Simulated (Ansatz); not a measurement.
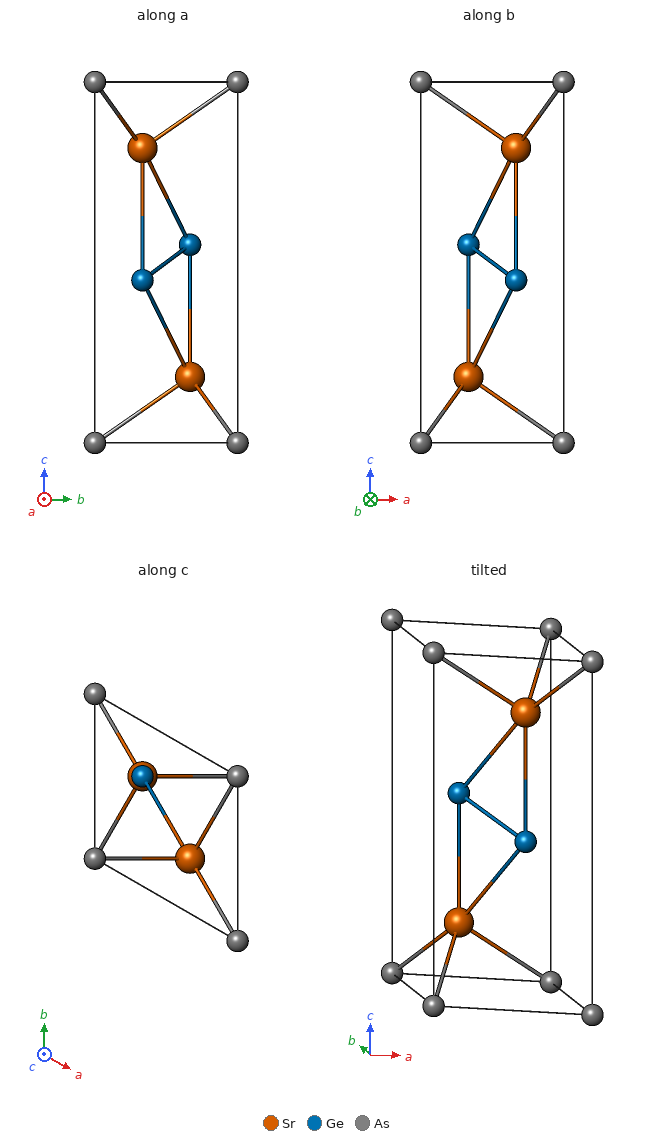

A ball-and-stick picture of a crystal structure, seen along the a axis, along the b axis, along the c axis and slightly off an axis. Lines trace the edges of the conventional unit cell.

Lattice parameters: a = 4.3747 Å, b = 4.3747 Å, c = 9.5857 Å, α = 90.000°, β = 90.000°, γ = 120.000°.

From the views, write a CIF with its space group and independent sites, with free fractional coordinates to two decimals.

```cif
data_structure
_symmetry_space_group_name_H-M 'P -3 m 1'
_symmetry_Int_Tables_number 164
_cell_length_a 4.3747
_cell_length_b 4.3747
_cell_length_c 9.5857
_cell_angle_alpha 90.000
_cell_angle_beta 90.000
_cell_angle_gamma 120.000
_cell_volume 158.87
loop_
_atom_site_label
_atom_site_type_symbol
_atom_site_symmetry_multiplicity
_atom_site_Wyckoff_symbol
_atom_site_fract_x
_atom_site_fract_y
_atom_site_fract_z
_atom_site_occupancy
Sr1 Sr 2 d 0.3333 0.6667 0.18 1
Ge1 Ge 2 d 0.3333 0.6667 0.55 1
As1 As 1 a 0.00 0.00 0.00 1
```

Starting structure: a structure type filled with these elements by a generator (whether the compound takes this form wasn't checked). It was relaxed at fixed volume with DFT PBE, scalar-relativistic, plane waves, PAW (Ansatz).
